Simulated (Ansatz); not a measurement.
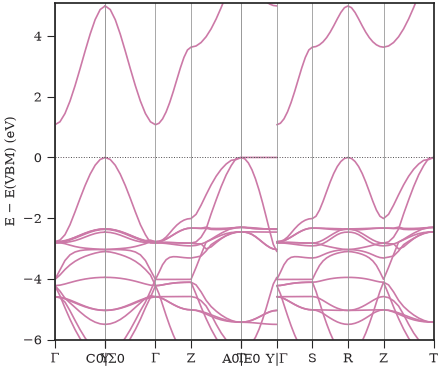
Band structure from plane-wave PAW r²SCAN (Ansatz code)

Read off the gap and where the band edges lie.

About 1.1 eV (1.08 eV by a search for the band edges); maximum at T, minimum at Γ.

Which compound is it?
(A) KHgF3, cubic perovskite
(B) GaN, Pm-3n (Ga on 6c, N on 6d)
(C) ZnAgF3, cubic perovskite
(D) Sr3BiN, anti-perovskite

A, KHgF3, cubic perovskite

Space group Pm-3m (cubic perovskite). The first step of the workflow began from a Materials Project structure, measured or hypothetical; the Crystallography Open Database copy checked does not list it. COD files the formula under space group No. 65. Whether it is the stable phase at ambient conditions was not checked. Symmetry was held in the r²SCAN relaxation; whether a distortion lowers the energy is not shown. Point labels and valley counts follow the cell and symmetry of the run, lower than the named group. Spin–orbit coupling is left out wherever it is not named.

Potentials: the later of the program's two PAW sets.
